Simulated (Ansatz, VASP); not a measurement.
**Mg (Mg(10-10)): VASP beside Ansatz**

One calculation is typed for both programs; each brings its own data sets and cutoff. How far apart do they land?

Method: plane waves, with VASP 6.6.1 beside it; single point at PBE, in Ansatz 0.2.0.

## (1) The structure

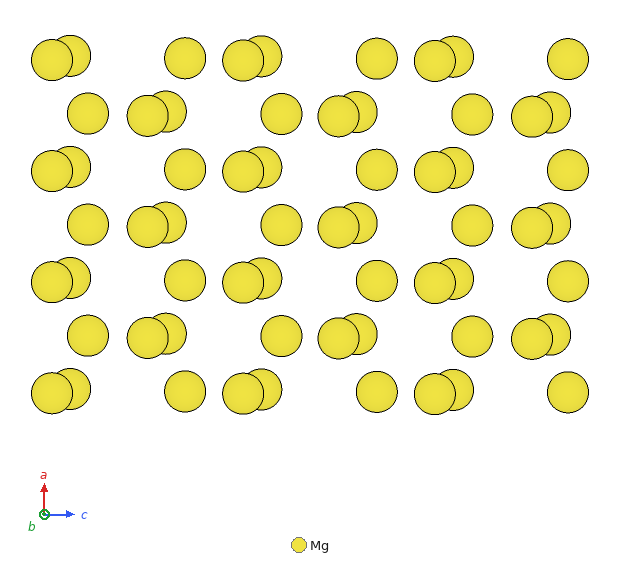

Start, viewed from the side, with the c axis across the page; magnesium yellow. 3×1×1 cells are drawn. Some periodic images of atoms are drawn too.

The cell holds 12 atoms: 12 Mg. Its edges and angles: a = 3.186 Å, b = 5.201 Å, c = 29.716 Å, α = 90.0°, β = 90.0°, γ = 90.0°. It derives from Mg. As first built, before any earlier steps moved the atoms: 12 layers of hcp Mg, cut at this functional's lattice. Vacuum lies along c.

## (2) VASP: single point, PBE

With cell and atoms fixed, the geometry can't cause a difference; cores, projectors, grids and the points listed under the comparison can.

Lines of VASP's logs that name or quote its potential files are left out, and so is its time.

File INCAR:

```
SYSTEM = Mg
PREC = Normal
ENCUT = 320
EDIFF = 1E-06
NELM = 120
ISMEAR = 1
SIGMA = 0.15
LREAL = .FALSE.
ALGO = Fast
GGA = PE
NBANDS = 24
LORBIT = 11
LWAVE = .FALSE.
LCHARG = .TRUE.
KPAR = 4
IDIPOL = 3
LDIPOL = .TRUE.
DIPOL = 0.5 0.5 0.5
LVHAR = .TRUE.
LVACPOTAV = .TRUE.
NEDOS = 1500
```

File POSCAR:

```
Mg
1.0
    3.1860766375      0.0000000000      0.0000000000
    0.0000000000      5.2007605247      0.0000000000
    0.0000000000      0.0000000000     29.7158576346
Mg
12
Direct
    0.0000000000      0.0000000000      0.2541530262
    0.5000000000      0.0000000000      0.3469678895
    0.5000000000      0.5000000000      0.2802079043
    0.0000000000      0.0000000000      0.4395757005
    0.0000000000      0.5000000000      0.3744766913
    0.5000000000      0.0000000000      0.5320834976
    0.5000000000      0.5000000000      0.4679165024
    0.0000000000      0.0000000000      0.6255233087
    0.0000000000      0.5000000000      0.5604242995
    0.5000000000      0.0000000000      0.7197920957
    0.5000000000      0.5000000000      0.6530321105
    0.0000000000      0.5000000000      0.7458469738
```

File KPOINTS:

```
Automatic mesh
0
Gamma
9 6 1
0 0 0
```

PAW data sets: Mg (PBE family, release 64).

Run with:

```console
> mpirun -np 4 vasp_std
```

Numbers of over 12 decimals in the logs are rounded to 6 here.

Log:

```text
[banner, memory and clock lines left out]
running    4 mpi-ranks, on    1 nodes
 distrk:  each k-point on    1 cores,    4 groups
 distr:  one band on    1 cores,    1 groups

 POSCAR found type information on POSCAR Mg
 POSCAR found :  1 types and      12 ions
 LDA part: xc-table for (Slater+PW92), standard interpolation
 POSCAR, INCAR and KPOINTS ok, starting setup
 FFT: planning ... GRIDC
 FFT: planning ... GRID_SOFT
 FFT: planning ... GRID
 WAVECAR not read
 entering main loop
       N       E                     dE             d eps       ncg     rms          rms(c)
DAV:   1     0.275271774849E+02    0.27527E+02   -0.49093E+03   960   0.460E+02
DAV:   2    -0.152751045021E+02   -0.42802E+02   -0.40497E+02  1344   0.757E+01
DAV:   3    -0.171111597763E+02   -0.18361E+01   -0.17901E+01  1320   0.150E+01
DAV:   4    -0.171586179609E+02   -0.47458E-01   -0.47440E-01  1336   0.291E+00
DAV:   5    -0.171603375625E+02   -0.17196E-02   -0.17196E-02  1520   0.523E-01    0.266E+00
RMM:   6    -0.172273953866E+02   -0.67058E-01   -0.46389E-01  1079   0.105E+00    0.207E+00
RMM:   7    -0.167821906487E+02    0.44520E+00   -0.11212E-01  1078   0.607E-01    0.135E+00
RMM:   8    -0.167113224433E+02    0.70868E-01   -0.56314E-02  1077   0.701E-01    0.367E-01
RMM:   9    -0.167078020278E+02    0.35204E-02   -0.80485E-03  1184   0.364E-01    0.879E-02
RMM:  10    -0.167077644414E+02    0.37586E-04   -0.19690E-03  1215   0.183E-01    0.380E-02
RMM:  11    -0.167078293908E+02   -0.64949E-04   -0.47739E-04  1234   0.910E-02    0.140E-02
RMM:  12    -0.167078327516E+02   -0.33608E-05   -0.19720E-04  1210   0.509E-02    0.101E-02
RMM:  13    -0.167078932178E+02   -0.60466E-04   -0.10894E-04  1126   0.314E-02    0.429E-03
RMM:  14    -0.167079166333E+02   -0.23415E-04   -0.23763E-05  1126   0.177E-02    0.303E-03
RMM:  15    -0.167079403588E+02   -0.23726E-04   -0.12699E-05  1109   0.107E-02    0.144E-03
RMM:  16    -0.167079676002E+02   -0.27241E-04   -0.34518E-06  1000   0.670E-03    0.104E-03
RMM:  17    -0.167079882103E+02   -0.20610E-04   -0.23157E-06   959   0.415E-03    0.515E-04
RMM:  18    -0.167080028142E+02   -0.14604E-04   -0.85369E-07   853   0.276E-03    0.425E-04
RMM:  19    -0.167080062282E+02   -0.34140E-05   -0.24999E-07   702   0.176E-03    0.884E-05
RMM:  20    -0.167080067226E+02   -0.49445E-06   -0.49118E-08   503   0.115E-03
|                                                                             |
|           W    W    AA    RRRRR   N    N  II  N    N   GGGG   !!!           |
|           W    W   A  A   R    R  NN   N  II  NN   N  G    G  !!!           |
|           W    W  A    A  R    R  N N  N  II  N N  N  G       !!!           |
|           W WW W  AAAAAA  RRRRR   N  N N  II  N  N N  G  GGG   !            |
|           WW  WW  A    A  R   R   N   NN  II  N   NN  G    G                |
|           W    W  A    A  R    R  N    N  II  N    N   GGGG   !!!           |
|                                                                             |
|     Did not find any points to average over, which means that no vacuum     |
|     field-free region was found. Please increase the size of  your cell     |
|     in the dimension of the dipole correction to obtain accurate            |
|     workfunction values.                                                    |
|                                                                             |

   1 F= -.16708007E+02 E0= -.16706087E+02  d E =-.576006E-02
```

OUTCAR, selected parts (step 2):

```text
ion  position               nearest neighbor table
   1  0.000  0.000  0.254-   3 3.15   3 3.15   3 3.15   3 3.15   2 3.19   2 3.19
   2  0.500  0.000  0.347-   5 3.16   5 3.16   5 3.16   5 3.16   4 3.18   4 3.18   1 3.19   1 3.19
                             3 3.27   3 3.27
   3  0.500  0.500  0.280-   1 3.15   1 3.15   1 3.15   1 3.15   5 3.22   5 3.22   2 3.27   2 3.27

  LATTYP: Found a simple orthorhombic cell.
 ALAT       =     3.1860766375
 B/A-ratio  =     1.6323400585
 C/A-ratio  =     9.3267868340

 Subroutine GETGRP returns: Found  8 space group operations
 (whereof  4 operations were pure point group operations)

The static configuration has the point symmetry C_2v.
 The point group associated with its full space group is D_2h.

 Found     20 irreducible k-points:

   k-points           NKPTS =     20   k-points in BZ     NKDIM =     20   number of bands    NBANDS=     24

   dimension x,y,z NGX =    14 NGY =   24 NGZ =  140
   dimension x,y,z NGXF=    28 NGYF=   48 NGZF=  280

   ENCUT  =  320.0 eV  23.52 Ry    4.85 a.u.   4.65  7.59 43.34*2*pi/ulx,y,z

   NELECT =      24.0000    total number of electrons

 k-points in reciprocal lattice and weights: Automatic mesh
   0.00000000  0.00000000  0.00000000       0.019
   0.11111111  0.00000000  0.00000000       0.037
   0.22222222  0.00000000  0.00000000       0.037
   0.33333333  0.00000000  0.00000000       0.037
   0.44444444  0.00000000  0.00000000       0.037
   0.00000000  0.16666667  0.00000000       0.037
   0.11111111  0.16666667  0.00000000       0.074
   0.22222222  0.16666667  0.00000000       0.074
   0.33333333  0.16666667  0.00000000       0.074
[...]
0.33333333  0.50000000  0.00000000       0.037
   0.44444444  0.50000000  0.00000000       0.037

 dipolmoment           0.000000      0.000000     -0.000000 electrons x Angstroem

 average (electrostatic) potential at core
       1 -42.2256       2 -41.9339       3 -42.0062       4 -41.9074       5 -41.8996
       6 -41.9035       7 -41.9035       8 -41.8996       9 -41.9074      10 -42.0062
      11 -41.9339      12 -42.2256

 E-fermi :  -0.0953

 k-point     1 :       0.0000    0.0000    0.0000
  band No.  band energies     occupation
    ...
     11      -0.8441      2.00000
     12      -0.8209      2.00000
     13      -0.4583      2.00328
     14      -0.2061      1.94526
     15      -0.0980      1.03066
     16       0.4564     -0.00000
     17       0.8123     -0.00000
     18       1.0132     -0.00000
     19       1.4154     -0.00000
     20       1.8978     -0.00000
    ...

 k-point     2 :       0.1111    0.0000    0.0000
  band No.  band energies     occupation
    ...
      9      -1.1662      2.00000
     10      -1.0408      2.00000
     11      -0.6696      2.00000
     12      -0.6532      2.00000
     13      -0.2871      2.07008
     14      -0.0360      0.38573
     15       0.0697     -0.06526
     16       0.6171     -0.00000
     17       0.9796     -0.00000
     18       1.1825     -0.00000
    ...

 k-point     3 :       0.2222    0.0000    0.0000
  band No.  band energies     occupation
    ...
      8      -0.9878      2.00000
      9      -0.6627      2.00000
     10      -0.5199      2.00047
     11      -0.1613      1.67089
     12      -0.1497      1.57123
     13       0.2154     -0.01262
     14       0.4532     -0.00000
     15       0.5730     -0.00000
     16       1.0228     -0.00000
     17       1.4817     -0.00000
    ...

  Total       -1.3775759     -1.0877361     -0.3185294      0.0000000      0.0000000      0.0000000
  in kB       -4.4824429     -3.5393441     -1.0364510      0.0000000      0.0000000      0.0000000
  external PRESSURE =      -3.0194127 kB  Pullay stress =       0.0000000 kB

  energy-cutoff  :      320.00
  volume of cell :      492.39
      direct lattice vectors                 reciprocal lattice vectors
     3.186076637  0.000000000  0.000000000     0.313865645  0.000000000  0.000000000
     0.000000000  5.200760525  0.000000000     0.000000000  0.192279571  0.000000000
     0.000000000  0.000000000 29.715857635     0.000000000  0.000000000  0.033652066

 POSITION                                       TOTAL-FORCE (eV/Angst)
 -----------------------------------------------------------------------------------
      0.00000      0.00000      7.55238         0.000000      0.000000      0.011879
      1.59304      0.00000     10.31045         0.000000      0.000000      0.010528
      1.59304      2.60038      8.32662         0.000000      0.000000      0.011839
      0.00000      0.00000     13.06237         0.000000      0.000000     -0.008727
      0.00000      2.60038     11.12790         0.000000      0.000000     -0.013022
      1.59304      0.00000     15.81132         0.000000      0.000000     -0.001832
      1.59304      2.60038     13.90454         0.000000      0.000000      0.001832
      0.00000      0.00000     18.58796         0.000000      0.000000      0.013022
      0.00000      2.60038     16.65349         0.000000      0.000000      0.008727
      1.59304      0.00000     21.38924         0.000000      0.000000     -0.011839
      1.59304      2.60038     19.40541         0.000000      0.000000     -0.010528
      0.00000      2.60038     22.16348         0.000000      0.000000     -0.011879
 -----------------------------------------------------------------------------------
    total drift:                               -0.000000     -0.000000     -0.000000

  FREE ENERGIE OF THE ION-ELECTRON SYSTEM (eV)
  ---------------------------------------------------
  free  energy   TOTEN  =       -16.7080067226 eV

  energy  without entropy=      -16.7022466658  energy(sigma->0) =      -16.70608670

 vacuum level on the upper side and lower side of the slab         3.536         3.536

 total charge
# of ion       s       p       d       tot
------------------------------------------
    1        0.223   0.106   0.007   0.336
    2        0.212   0.124   0.012   0.348
    3        0.211   0.118   0.009   0.338
    4        0.209   0.127   0.011   0.348
    5        0.207   0.127   0.011   0.345
    6        0.208   0.128   0.011   0.347
    7        0.208   0.128   0.011   0.347
    8        0.207   0.127   0.011   0.345
    9        0.209   0.127   0.011   0.348
   10        0.211   0.118   0.009   0.338
   11        0.212   0.124   0.012   0.348
   12        0.223   0.106   0.007   0.336
--------------------------------------------------
tot          2.540   1.462   0.123   4.125

[... 3 further parts left out ...]
```

## (3) Ansatz: single point, PBE

Ansatz runs on its default PAW (the set named soft_2) files.

The same cell, functional, mesh and smearing now go to Ansatz, which takes its cutoff from its data sets.

File input.yaml:

```yaml
crystal:
  lattice:
    - [3.1860766375, 0.0, 0.0]
    - [0.0, 5.2007605247, 0.0]
    - [0.0, 0.0, 29.7158576346]
  atoms:
    - { symbol: Mg, position: [0.0, 0.0, 0.2541530262] }
    - { symbol: Mg, position: [0.5, 0.0, 0.3469678895] }
    - { symbol: Mg, position: [0.5, 0.5, 0.2802079043] }
    - { symbol: Mg, position: [0.0, 0.0, 0.4395757005] }
    - { symbol: Mg, position: [0.0, 0.5, 0.3744766913] }
    - { symbol: Mg, position: [0.5, 0.0, 0.5320834976] }
    - { symbol: Mg, position: [0.5, 0.5, 0.4679165024] }
    - { symbol: Mg, position: [0.0, 0.0, 0.6255233087] }
    - { symbol: Mg, position: [0.0, 0.5, 0.5604242995] }
    - { symbol: Mg, position: [0.5, 0.0, 0.7197920957] }
    - { symbol: Mg, position: [0.5, 0.5, 0.6530321105] }
    - { symbol: Mg, position: [0.0, 0.5, 0.7458469738] }
hamiltonian:
  xc: pbe
  pseudopotentials: { kind: paw }
kpoints:
  mp_grid: { grid: [9, 6, 1] }
scf:
  occupations: { method: methfessel_paxton, width: 0.15 }
  n_extra_bands: 7
efield:
  axis: 3
  dipole_correction: true
  ramp_width: 0.04
output:
  forces: true
  eigenvalues: true
```

Run with:

```console
> ansatz run input.yaml --threads 4 --pin off --max-ram 9216MiB --backend cpu --events-out ev --progress --plain --runs-dir out
```

Log:

```text
scf.n_extra_bands = 7 over 60 filled bands (N_el = 120.0): the run solves 67 bands
Engine: ansatz 0.2.0, aarch64-unknown-linux-gnu
Pseudopotentials: kind: paw
Pseudopotential: Mg, paw, valence charge 10, recommended cutoff 420 eV (normal), Mg.paw.azcp
Functional definition: PBE
  parameter kappa = 0.804
  parameter beta = 0.066725
  exchange = pbe_x(kappa = kappa, mu = beta*pi^2/3)
  correlation = pbe_c(beta = beta)
Crystal: 12 atoms, lattice volume = 492.392 Å³
Basis set: ecut = 420 eV, 9653 PW (Γ), exchange–correlation on 48×72×400 points (8 copies of the dense FFT grid, shifted against one another)
Bands: 67, of which v1, the nominal top of the filled ones, is band 60 counted from 1 (59 counted from 0)
Symmetry: 4 space group operations
k-points: 20 of 54
Non-local potential: Mg, projectors of the file, l = 0: 3, l = 1: 2, l = 2: 1
PAW form: soft (Blöchl's): semilocal exchange-correlation on the pseudo side does not see the compensation charge
PAW one-centre angular grid: Mg, 110 points (default); XC on 64 Gauss nodes
Initial density: superposition of atomic densities (neutral atoms: chi_scale 0, normalization atom), corrected by the library's trained network
Initial wavefunctions: pseudopotential atomic-orbital guess
Functional: x = pbe(κ = 0.804, μ = 0.219515), c = pbe(β = 0.066725)
SCF iter   1: F=—  HF=-23084.268383 eV  |F-HF|=—  |Δ(HF+E_count)|=         —  Δρ=8.11e-4  dr2=1.16e-2  ethr=1.77e-3  p=-0.000 e·Å  D=-5.28e-14 V/Å  ΔV_dip=0.00 eV  dr2_dipole=5.34e-7  V_vac-E_F(+/−)=3.64/3.64 eV  ⟨swp⟩=10.9  Hψ=6059  notcnv=0
efield: sawtooth ramp at fractional position 0.9800 (placed from the atoms, in the widest stretch of the axis that holds none; the zero of the levels goes with the place), width 0.0400; the density the first Hamiltonian is built on has a dipole p = -0.000 e·Å; the dipole correction subtracts the counter field D = -5.28e-14 V/Å, which shifts the + side's vacuum level by +0.00 eV against the − side's; the planar-averaged density in the ramp window peaks in size at 4.2e-5 e/Å³
preconditioner: auto → LDOS  [metal: Δε(μ)=0.039 eV  Ē_g=3.917 eV  σ=0.150 eV  W_gap=0.21  n_scr=72 (ndim 8)  ℏωp=8.2 eV  f_vac=0.396  D(μ)=7.81/eV (n_scr^D=38)  β→1.0]
SCF iter   2: F=—  HF=-23084.274299 eV  |F-HF|=—  |Δ(HF+E_count)|=   5.92e-3  S|Δr|=    0.00e0  Δρ=3.55e-4  dr2=3.30e-3  ethr=9.69e-6  p=0.000 e·Å  D=9.77e-6 V/Å  ΔV_dip=-0.00 eV  dr2_dipole=2.94e-7  V_vac-E_F(+/−)=3.66/3.66 eV  ⟨swp⟩=2.6  Hψ=1895  notcnv=0
SCF iter   3: F=—  HF=-23084.274129 eV  |F-HF|=—  |Δ(HF+E_count)|=   1.70e-4  S|Δr|=    0.00e0  Δρ=1.23e-4  dr2=2.56e-4  ethr=2.75e-6  p=0.000 e·Å  D=3.04e-6 V/Å  ΔV_dip=-0.00 eV  dr2_dipole=2.87e-8  V_vac-E_F(+/−)=3.64/3.64 eV  ⟨swp⟩=2.0  Hψ=1483  notcnv=0
SCF iter   4: F=—  HF=-23084.274127 eV  |F-HF|=—  |Δ(HF+E_count)|=   2.39e-6  S|Δr|=    0.00e0  Δρ=3.41e-5  dr2=1.17e-5  ethr=2.13e-7  p=0.000 e·Å  D=6.09e-7 V/Å  ΔV_dip=-0.00 eV  dr2_dipole=7.19e-11  V_vac-E_F(+/−)=3.63/3.63 eV  ⟨swp⟩=2.0  Hψ=1582  notcnv=0
SCF iter   5: F=—  HF=-23084.274204 eV  |F-HF|=—  |Δ(HF+E_count)|=   7.70e-5  S|Δr|=    0.00e0  Δρ=9.16e-6  dr2=5.98e-7  ethr=9.76e-9  p=0.000 e·Å  D=3.08e-7 V/Å  ΔV_dip=-0.00 eV  dr2_dipole=1.82e-12  V_vac-E_F(+/−)=3.63/3.63 eV  ⟨swp⟩=2.1  Hψ=2549  notcnv=0
SCF iter   6: F=-23084.274204 eV  HF=-23084.274204 eV  |F-HF|=2.84e-8  |Δ(HF+E_count)|=   2.49e-7  S|Δr|=    0.00e0  Δρ=3.35e-6  dr2=6.02e-8  ethr=8.33e-11  p=0.000 e·Å  D=1.20e-7 V/Å  ΔV_dip=-0.00 eV  dr2_dipole=1.58e-12  V_vac-E_F(+/−)=3.63/3.63 eV  ⟨swp⟩=12.4  Hψ=5766  notcnv=0
SCF 1 converged in 6 iterations: F = -23084.274204 eV  dr2 = 6.02e-8
  greatest PAW one-centre occupation: 1.000 electrons in one spin orbital (limit 2), on the Mg atom at site 1 (counted from 0), in its partial waves of l = 0
SCF converged after 6 iterations
Stability not checked: this state was not tested for a lower state beside it, because cold or Methfessel-Paxton smearing, or corrected tetrahedra, fill the levels in a way that the test cannot read (fill_not_monotonic; see scf.lower_state_search)
Free energy (F): -23084.274204 eV
Harris-Foulkes:  -23084.274204 eV  (|F-HF|=2.84e-8)
Internal energy: -23084.268291 eV  (E = F + TS)
E sigma→0 (E₀):  -23084.272726 eV
Entropy (-TS):   -0.005913 eV (-0.493 meV/atom)
Fermi energy:    1.595860 eV
Dipole field:    D = -0.000001 V/Å  (p = -0.000003 e·Å, saw-weighted, corrected)
Work function:   Φ+ = 3.6262 eV   Φ− = 3.6262 eV
Levels:          The Fermi level and band energies are counted from a zero that moves with the ramp; work functions are not
--- Per-component energies (eV) ---
  E_band       = -4775.579290
  E_kinetic    = 895.441198
  E_local      = -96985.308507  (includes V_loc(G=0)·N_el)
  E_nonlocal   = 1148.836983
  E_hartree    = 45471.479590
  E_xc         = -338.545080
  E_vxc        = -436.607481  (∫ρ·V_xc dr)
  E_paw        = -3511.027413  (= ΣΔE_a)
  E_vpaw       = -340.869786  (= ΣTr[D̂ρ^β])
  E_aug_tail   = -0.000040  (compensation charges beyond the density's cutoff)
  E_efield     = 0.000000  (sawtooth field / dipole correction)
  E_vefield    = 0.000000  (∫n·V_field dr)
  E_ewald      = 30234.854979
  E_smearing   = -0.005913  (= −TS)
  E_closure    = 0.000000  (closes the sum)
  Σ components = -23084.274204   (vs F -23084.274204, Δ=0.00e0)
--- Forces (eV/Å), atoms counted from 1 ---
  atom   1  Mg     0.00000000     0.00000000     0.00530306
  atom   2  Mg     0.00000000     0.00000000     0.00904164
  atom   3  Mg     0.00000000     0.00000000     0.00837443
  atom   4  Mg     0.00000000     0.00000000    -0.00909426
  atom   5  Mg     0.00000000     0.00000000    -0.01332956
  atom   6  Mg     0.00000000     0.00000000    -0.00211990
  atom   7  Mg     0.00000000     0.00000000     0.00211976
  atom   8  Mg     0.00000000     0.00000000     0.01332940
  atom   9  Mg     0.00000000     0.00000000     0.00909418
  atom  10  Mg     0.00000000     0.00000000    -0.00837425
  atom  11  Mg     0.00000000     0.00000000    -0.00904139
  atom  12  Mg     0.00000000     0.00000000    -0.00530288
  max |Σ_I F_I| component: 2.27e-7 eV/Å
--- Band table (eV; the first three rows and the last of 20) ---
  k-point 0: bands = [... 56 lower, 0.3601, 0.4717, 0.8453, 0.8718, 1.2334, 1.4832, 1.5934, 2.1458, ... 3 higher]
  k-point 1: bands = [... 56 lower, -0.4868, 0.0525, 0.3330, 1.2012, 1.4655, 2.1673, 2.2458, 2.5054, ... 3 higher]
  k-point 2: bands = [... 56 lower, -1.0454, -0.7355, -0.0413, 0.5532, 1.0685, 1.7258, 2.5471, 3.1971, ... 3 higher]
  k-point 19: bands = [... 56 lower, 0.6117, 0.6117, 0.8718, 0.8718, 1.6363, 1.6363, 1.8245, 1.8245, ... 3 higher]
```

The job ended after 19 s (4 threads of Arm Neoverse N1, shared host; peak memory 1.1 GiB; 72 s of CPU time).

In the SCF lines HF is the Harris–Foulkes energy and dr2 the Hartree energy of the density residual, in eV; the loop may stop once dr2 is under the threshold and the program's other checks hold. Hψ counts applications of the Hamiltonian.

## (4) Comparison

Known differences besides the PAW data sets themselves: the data sets hold 120 valence electrons in Ansatz (default PAW (the set named soft_2) files) and 24 in VASP; the cutoff is 420 eV in Ansatz and 320 eV in VASP (PREC = Normal); VASP leaves aspherical gradient terms in its spheres out (LASPH is not set), Ansatz keeps them. Total energies have different zeros and are not compared.

Both answers:

| quantity | Ansatz | VASP | difference |
| --- | --- | --- | --- |
| work function, lower of the two faces (eV) | 3.63 | 3.63 | -0.01 |
| work function, higher of the two faces (eV) | 3.63 | 3.63 | -0.01 |

At this near-relaxed geometry the largest component of a force difference is 7 meV/Å.

## (5) Results

```yaml
difference_in_work_function_lower_of_the_two_faces_single_point_pbe: -0.0051 eV
```

In words: The difference in work function, lower of the two faces is -0.0051 eV (single point, PBE). How closely two codes agree says nothing of how well the functional describes the real material.

[Lines on the potential files, build, host, timing and source positions are cut from VASP's logs without a mark.]

[Logs are printed without paths, hosts, clocks, repeated set-up lines and the standing remarks that a program may print on its own settings, such as how far it seeks lower states.]

[Hosts, paths, dates, database ids (printed as entryN), source tags and the programs' standing remarks are cut or masked in the printed files.]
